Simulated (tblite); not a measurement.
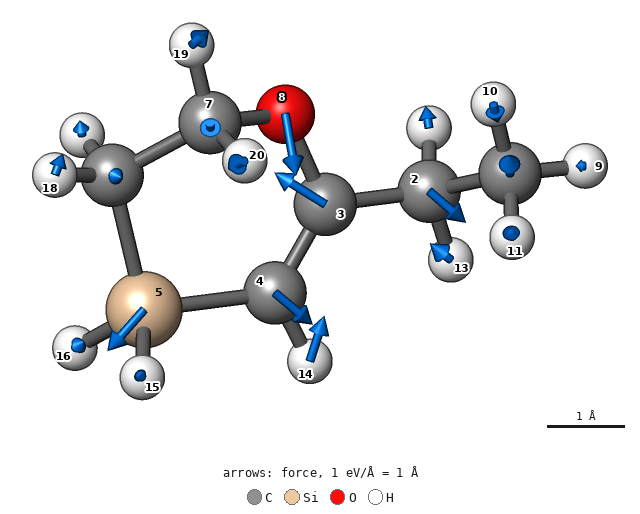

Starting geometry of C6H12OSi with the computed forces as blue arrows. A ball-and-stick model, seen at a tilt.

The calculation used tblite 0.8.0, GFN2-xTB geometry optimisation, gas phase. 

> What follows when this structure is relaxed?

It isn't relaxed: the largest force vector, on the O atom, is 0.89 eV/Å. The final displacements have little in common with the starting forces (cosine between the two patterns 0.19). The energy falls by 3.55 kcal/mol in 97 geometry steps. An H atom moves most after the best rigid fit: 0.32 Å. By element the largest moves are H 0.32 Å, Si 0.12 Å, C 0.12 Å, O 0.08 Å. Near-neighbour distances that change, for instance: C–O 1.393 → 1.356 Å, C–Si 1.839 → 1.863 Å, C–O 1.437 → 1.414 Å, C–Si 1.883 → 1.903 Å. Among the angles between lasting bonds that change: Si–C–H 114.9° → 120.8°, C–C–H 121.0° → 116.7°, C–C–H 112.5° → 109.1°.
